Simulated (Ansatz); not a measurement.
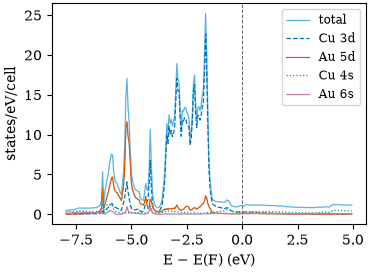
Total and projected density of states of Cu₃Au (Cu3Au type, space group No. 221), the program Ansatz at the PBE level (PAW)

**Question.** Which orbitals carry the states next to the Fermi level?

**Answer.** Within 0.5 eV of the Fermi level: Cu 4s 29 %, Cu 3d 27 %, Au 6s 12 %, Au 5d 8 %, outside the projected shells 24 %. Projections are on Löwdin-orthogonalised atomic valence shells; empty p or d shells of many metals are not among them.

**Question.** Where is the tallest occupied peak in this window, and what makes it?

**Answer.** Near -1.6 eV, about 25 states/eV per cell; the largest projected share is Cu 3d.

Space group Pm-3m (Cu3Au type). Symmetry was held in the PBE relaxation; of distortions, only those at the zone centre were tested. The run is not spin-polarised. Scalar-relativistic: spin–orbit coupling is off unless named, which matters more the heavier the elements.

Potentials: the later of the program's two PAW sets.
